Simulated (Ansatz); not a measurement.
The parent structure is SiO₂ in the rutile structure (space group P4_2/mnm, No. 136; a = 4.236 Å, c = 2.690 Å). Axes: x, y, z lie along a, b, c of the conventional cell.

Now apply this change: tensile biaxial strain of 1.06 % in the plane normal to [001], as in epitaxy on a mismatched substrate; the out-of-plane cell vector and the atoms relax.

All numbers come from PBE, PAW, 420 eV (Ansatz, a first-principles code; no spin-orbit coupling), earlier PAW set.

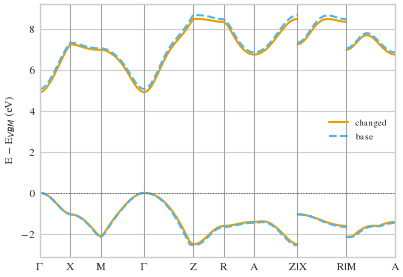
*Highest valence and lowest conduction band along the path, each from its own valence-band maximum*

Problem. From the figure, how large is the changed gap, and is it direct?

Solution. About 4.9 eV, direct at Γ.

No phonon test of stability was made.
